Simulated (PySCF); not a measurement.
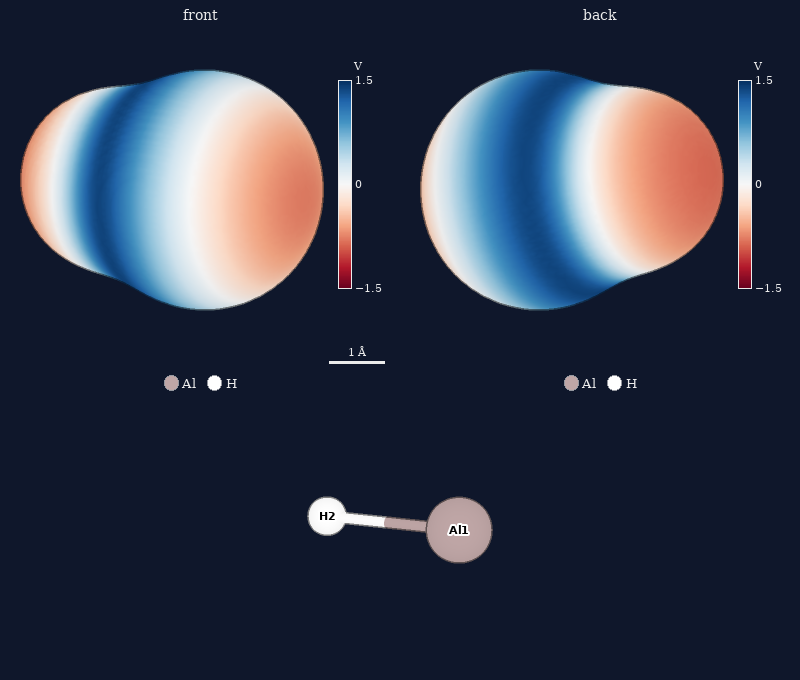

The picture shows: AlH. The electrostatic potential painted on the density surface at 0.001 e/bohr³, seen from the front and from behind; red is negative and blue positive. The bare structure is drawn below in the same view.

These are results of PySCF 2.14.0, PBE0/def2-SVP, non-relativistic Hamiltonian with scalar-relativistic core potentials where named, at a bond length of 1.668 Å, not measurements.

```xyz
2

Al    0.0000    0.0000   -0.0601
H     0.0000    0.0000    1.6079
```

Q: Describe the electrostatic potential map.

A: The most negative region (about −0.8 V) lies over H2, the most positive (about +1.4 V) over Al1.
